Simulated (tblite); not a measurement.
# Geometry relaxation, with input and output: C₄H₈Al₂Cl₂ (part 1 of 2)

The run: geometry relaxation of C₄H₈Al₂Cl₂, SMILES CCC#[C][AlH-]1[Cl+][AlH2-][Cl+]1. Method and program: GFN2-xTB geometry optimisation, gas phase (tblite 0.8.0).

It belongs to a series of runs on one base structure; here: constitutional isomer.

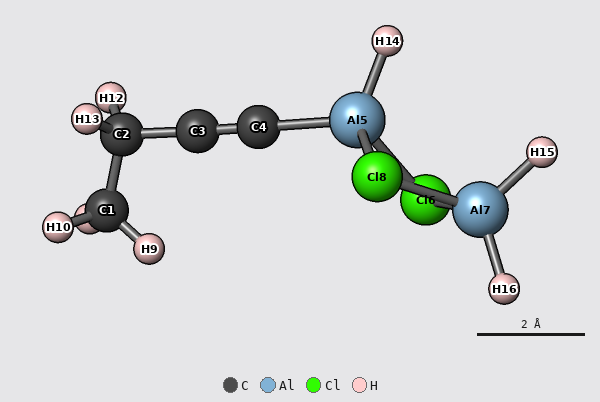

*The structure as given in the input (ball-and-stick view, seen at a tilt; atoms are numbered from 1 in the order of the input). Sticks mark near contacts.*

Bond lengths as drawn: Al–C 1.95 Å, Al–Cl 2.20 to 2.24 Å, Al–H 1.59 to 1.60 Å, C–C 1.21 to 1.49 Å and C–H 1.11 to 1.14 Å.

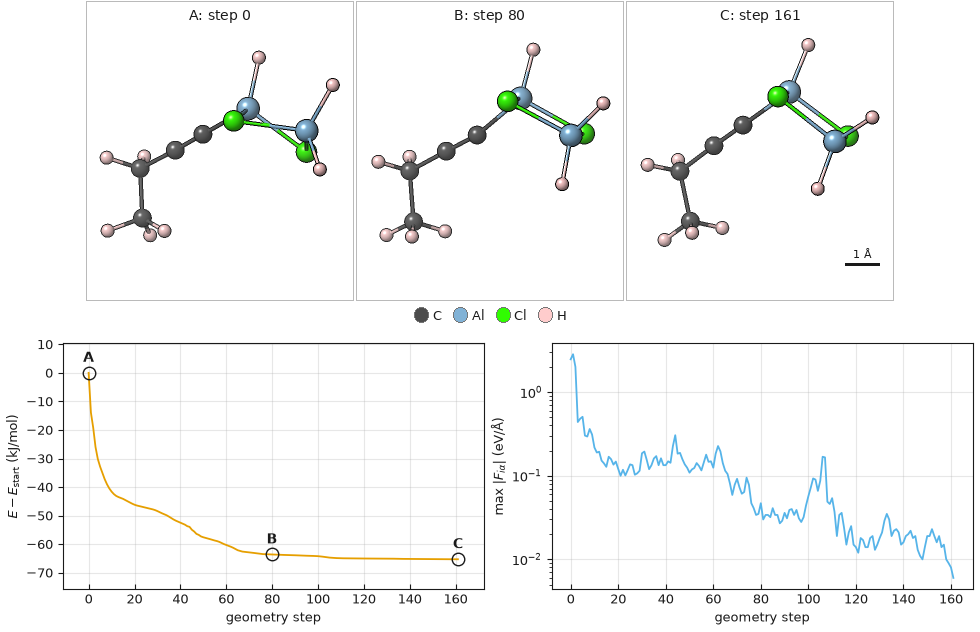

*Frames of the relaxation (ball-and-stick view, seen at a tilt) above the curves, on which the letters mark them (steps are counted from 0).*

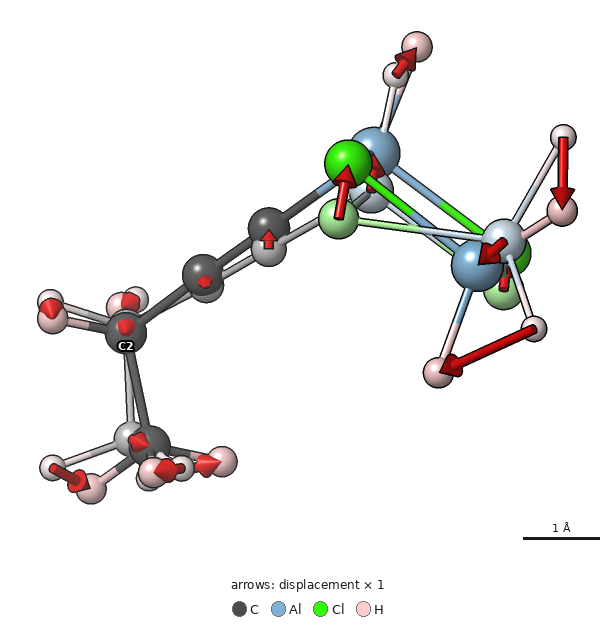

*Start (faint) and end (solid) with the displacements as red arrows, at true length (ball-and-stick view, seen at a tilt). The two geometries are laid on each other by the best rigid fit.*

Over 161 geometry steps the energy falls by 65.3 kJ/mol. Largest force component: 2.5 eV/Å at the start, 0.006 eV/Å at the end. The atom that moves furthest after the best rigid fit is H16 (1.73 Å). By element the largest moves are H 1.73 Å, Cl 0.78 Å, Al 0.58 Å, C 0.36 Å. Distances before and after: Al7–H15 1.602 → 1.542 Å, Al5–H14 1.593 → 1.537 Å, Cl6–Al7 2.237 → 2.181 Å, C1–H10 1.138 → 1.088 Å. Among the angles that change: C4–Al5–H14 113.7° → 131.7°, H15–Al7–H16 113.1° → 124.8°, Cl6–Al5–H14 115.5° → 105.5°. (Atoms are counted from 1 in the order of the input.)

These pictures come from the run below.

### The input
```
{"job": {"kind": "relax", "xc": "GFN2-xTB", "basis": "xTB"}, "charge": 0, "multiplicity": 1}
C     -3.294300     0.295800     0.324700
C     -2.718000     0.180100    -1.048800
C     -1.249800     0.064300    -0.880900
C     -0.049100     0.001500    -0.778000
Al     1.884400    -0.132500    -0.610900
Cl     2.518300    -1.097800     1.257800
Al     4.165600     0.413300     1.331000
Cl     2.788300     1.732000     0.190400
H     -2.562400     0.433900     1.145200
H     -3.965600     1.214100     0.348400
H     -4.003600    -0.544500     0.576500
H     -3.126200    -0.671800    -1.627400
H     -2.976700     1.105500    -1.601600
H      2.605600    -0.655100    -1.932200
H      5.465000     0.000200     0.489800
H      4.510900     0.937300     2.804400
```

The first line tells a small driver script what to run in tblite; the rest is the geometry in Å.

Run as:
```bash
OMP_NUM_THREADS=1 python <driver script> task.json out
```

### The program's output
```
step      E/eV     max force
  0    -653.08859    3.067
  1    -653.23291    2.862
  2    -653.28797    2.088
  3    -653.35773    0.502
  4    -653.40122    0.504
  5    -653.42897    0.516
  6    -653.45116    0.348
  7    -653.47448    0.321
  8    -653.49296    0.378
  9    -653.50795    0.326
 10    -653.51963    0.239
 11    -653.52871    0.237
 12    -653.53526    0.194
 13    -653.53943    0.175
 14    -653.54253    0.189
 15    -653.54600    0.150
 16    -653.55025    0.178
 17    -653.55485    0.182
 18    -653.55929    0.175
 19    -653.56354    0.186
 20    -653.56729    0.152
 21    -653.57005    0.129
 22    -653.57204    0.124
 23    -653.57378    0.107
 24    -653.57578    0.124
 25    -653.57813    0.139
 26    -653.58036    0.136
 27    -653.58225    0.116
 28    -653.58424    0.142
 29    -653.58691    0.153
 30    -653.59044    0.209
 31    -653.59453    0.210
 32    -653.59844    0.164
 33    -653.60182    0.147
 34    -653.60560    0.163
 35    -653.61040    0.172
 36    -653.61570    0.190
 37    -653.62076    0.181
 38    -653.62510    0.163
 39    -653.62871    0.157
 40    -653.63201    0.158
 41    -653.63558    0.165
 42    -653.63973    0.187
 43    -653.64517    0.233
 44    -653.64770    0.362
 45    -653.65810    0.203
 46    -653.66445    0.238
 47    -653.67311    0.160
 48    -653.67680    0.160
 49    -653.68246    0.153
 50    -653.68543    0.120
 51    -653.68767    0.121
 52    -653.68980    0.135
 53    -653.69241    0.151
 54    -653.69502    0.138
 55    -653.69732    0.118
 56    -653.69937    0.146
 57    -653.70229    0.182
 58    -653.70631    0.152
 59    -653.71021    0.153
 60    -653.71340    0.146
 61    -653.71633    0.191
 62    -653.71979    0.231
 63    -653.72355    0.200
 64    -653.72795    0.175
 65    -653.73247    0.162
 66    -653.73485    0.124
 67    -653.73738    0.084
 68    -653.73849    0.071
 69    -653.73935    0.089
 70    -653.74021    0.093
 71    -653.74119    0.080
 72    -653.74229    0.068
 73    -653.74337    0.069
 74    -653.74457    0.099
 75    -653.74575    0.084
 76    -653.74656    0.052
 77    -653.74693    0.049
 78    -653.74720    0.043
 79    -653.74747    0.039
 80    -653.74793    0.051
 81    -653.74824    0.040
 82    -653.74857    0.043
 83    -653.74885    0.041
 84    -653.74917    0.040
 85    -653.74952    0.049
 86    -653.74985    0.050
 87    -653.75008    0.051
 88    -653.75027    0.037
 89    -653.75052    0.037
 90    -653.75080    0.038
 91    -653.75106    0.040
 92    -653.75129    0.046
 93    -653.75157    0.044
 94    -653.75197    0.044
 95    -653.75245    0.041
 96    -653.75283    0.038
 97    -653.75305    0.037
 98    -653.75323    0.035
 99    -653.75352    0.048
100    -653.75402    0.063
101    -653.75481    0.081
102    -653.75585    0.102
103    -653.75701    0.103
104    -653.75816    0.084
105    -653.75924    0.093
106    -653.75996    0.172
107    -653.76052    0.167
108    -653.76101    0.061
109    -653.76139    0.047
110    -653.76158    0.056
111    -653.76178    0.040
112    -653.76191    0.023
113    -653.76202    0.036
114    -653.76213    0.037
115    -653.76222    0.024
116    -653.76231    0.021
117    -653.76238    0.021
118    -653.76245    0.026
119    -653.76251    0.017
120    -653.76255    0.016
121    -653.76258    0.015
122    -653.76262    0.020
123    -653.76266    0.019
124    -653.76270    0.015
125    -653.76274    0.015
126    -653.76278    0.020
127    -653.76283    0.021
128    -653.76287    0.015
129    -653.76290    0.016
130    -653.76293    0.018
131    -653.76298    0.021
132    -653.76309    0.029
133    -653.76327    0.036
134    -653.76352    0.034
135    -653.76373    0.029
136    -653.76385    0.024
137    -653.76395    0.026
138    -653.76403    0.026
139    -653.76412    0.021
140    -653.76418    0.017
141    -653.76424    0.023
142    -653.76433    0.027
143    -653.76445    0.029
144    -653.76459    0.021
145    -653.76469    0.021
146    -653.76474    0.016
147    -653.76476    0.013
148    -653.76479    0.012
149    -653.76483    0.019
150    -653.76489    0.025
151    -653.76495    0.024
152    -653.76501    0.024
153    -653.76507    0.020
154    -653.76511    0.017
155    -653.76516    0.020
156    -653.76519    0.016
157    -653.76522    0.016
158    -653.76524    0.010
159    -653.76526    0.011
160    -653.76528    0.011
161    -653.76529    0.008
```

### Trajectory as extended XYZ (Å, eV, eV/Å), 14 of the 162 frames kept, from step=0 to step=161
```
16
Properties=species:S:1:pos:R:3:forces:R:3 step=0 energy=-653.08859
C    -3.2943    0.2958    0.3247   -2.4770   0.6810   1.6760
C    -2.7180    0.1801   -1.0488    1.2360   0.0360  -0.7160
C    -1.2498    0.0643   -0.8809   -1.5950   0.1000  -0.8300
C    -0.0491    0.0015   -0.7780    0.9620   0.0210   0.4660
Al    1.8844   -0.1325   -0.6109   -0.5210  -0.1010  -0.7590
Cl    2.5183   -1.0978    1.2578    0.4050  -0.1970   0.0080
Al    4.1656    0.4133    1.3310    0.4710   0.1660   0.3880
Cl    2.7883    1.7320    0.1904    0.3490   0.0170  -0.1160
H    -2.5624    0.4339    1.1452   -0.3650  -0.3050  -0.6570
H    -3.9656    1.2141    0.3484    0.7190  -0.9100   0.1900
H    -4.0036   -0.5445    0.5765    0.9780   0.6120  -0.1170
H    -3.1262   -0.6718   -1.6274    0.3240   0.2920   0.3320
H    -2.9767    1.1055   -1.6016    0.4530  -0.4430  -0.0370
H     2.6056   -0.6551   -1.9322    0.1410   0.1890   0.6710
H     5.4650    0.0002    0.4898   -0.6130   0.0350   0.0540
H     4.5109    0.9373    2.8044   -0.4670  -0.1920  -0.5540
16
Properties=species:S:1:pos:R:3:forces:R:3 step=12 energy=-653.53526
C    -3.3596    0.3278    0.3465   -0.1100   0.0100  -0.0030
C    -2.7049    0.2078   -1.0442    0.1000  -0.0120   0.0380
C    -1.2661    0.0867   -0.8909    0.1940   0.0080   0.0060
C    -0.0699    0.0328   -0.6671   -0.1000   0.0230   0.0170
Al    1.8543   -0.1161   -0.6205   -0.0410  -0.0340  -0.0900
Cl    2.6522   -1.1711    1.1608   -0.0080  -0.0360   0.0360
Al    4.1513    0.4174    1.3340    0.0100  -0.0160  -0.1050
Cl    2.8994    1.7150    0.0761    0.0200   0.0190   0.0290
H    -2.5997    0.4174    1.1192   -0.0020   0.0200  -0.0070
H    -4.0087    1.1955    0.4135   -0.0090   0.0730  -0.0740
H    -3.9616   -0.5482    0.5683    0.0140  -0.0740   0.0070
H    -3.0943   -0.6717   -1.5724    0.0870   0.1310   0.0230
H    -2.9056    1.0916   -1.6652   -0.0330  -0.1230   0.1340
H     2.7273   -0.6270   -1.7884    0.0040  -0.0020   0.0000
H     5.3495   -0.0184    0.4446    0.0150   0.0220   0.0570
H     4.3288    0.9369    2.7740   -0.1410  -0.0090  -0.0690
16
Properties=species:S:1:pos:R:3:forces:R:3 step=25 energy=-653.57813
C    -3.3796    0.3271    0.3587    0.0090   0.0120   0.0290
C    -2.6522    0.2202   -0.9967   -0.0760   0.0100   0.0790
C    -1.2186    0.1284   -0.8252   -0.1010  -0.0190   0.0280
C    -0.0249    0.0645   -0.6116    0.0900  -0.0070   0.0030
Al    1.8811   -0.1359   -0.6539    0.1370  -0.0080   0.0230
Cl    2.6582   -1.2248    1.1137    0.0150   0.0250  -0.0680
Al    4.1211    0.3930    1.2641   -0.0960   0.0490   0.0840
Cl    2.9051    1.7104    0.0124    0.0340  -0.0520  -0.0190
H    -2.6639    0.4646    1.1670   -0.0120   0.0270  -0.0300
H    -4.0601    1.1736    0.3626   -0.0270   0.0190  -0.0010
H    -3.9571   -0.5680    0.5756    0.0420  -0.0340  -0.0470
H    -2.9916   -0.6603   -1.5477   -0.0310  -0.0110  -0.0160
H    -2.8667    1.0983   -1.6114   -0.0060   0.0190  -0.0140
H     2.7685   -0.6438   -1.8085   -0.0280  -0.0330  -0.0750
H     5.3962   -0.0077    0.4851    0.0240   0.0080   0.0290
H     4.0770    0.9368    2.7043    0.0260  -0.0060  -0.0040
16
Properties=species:S:1:pos:R:3:forces:R:3 step=37 energy=-653.62076
C    -3.4117    0.3371    0.3911   -0.0700  -0.0020   0.0100
C    -2.5954    0.2607   -0.9071   -0.0290  -0.0020  -0.0330
C    -1.1651    0.1401   -0.7112    0.0140  -0.0110  -0.0380
C     0.0436    0.0648   -0.5978   -0.0490  -0.0340  -0.0310
Al    1.9337   -0.2067   -0.8376    0.0880   0.0430   0.1210
Cl    2.7450   -1.2813    0.9253   -0.0190   0.0000  -0.0680
Al    4.0401    0.4206    1.3240    0.1340   0.0330   0.1170
Cl    3.0152    1.6262   -0.1672   -0.0560  -0.0920  -0.0790
H    -2.7935    0.6202    1.2380    0.0460   0.0140  -0.0110
H    -4.2099    1.0677    0.2937   -0.0190   0.0480  -0.0080
H    -3.8759   -0.6218    0.6018    0.0760  -0.0700   0.1130
H    -2.9232   -0.6076   -1.4881   -0.0110   0.0830  -0.0820
H    -2.7650    1.1590   -1.5102   -0.0080  -0.0310  -0.0010
H     2.7068   -0.7517   -2.0609   -0.0530   0.0480   0.0670
H     5.4352    0.0775    0.7417    0.0070   0.0150   0.0520
H     3.8125    0.9716    2.7531   -0.0520  -0.0410  -0.1290
```
